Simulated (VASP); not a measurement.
Band structure of SiC (space group F-43m). All values below come from LDA (Ceperley-Alder, Perdew-Zunger), VASP's LDA PAW potentials (set 64) (plane waves; VASP).

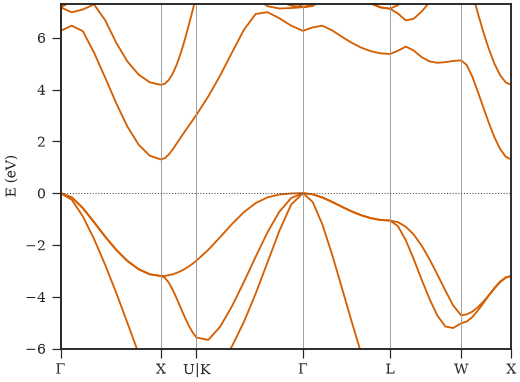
Figure. Bands along high-symmetry lines, zero at the valence-band maximum or, without a gap, the Fermi level

Read the plot: is there a gap, and where are the band edges?

The gap is indirect, 1.30 eV, from the valence maximum at Γ to the conduction minimum at X.

The structure is a typed SiC crystal. The cell was not relaxed at this level.
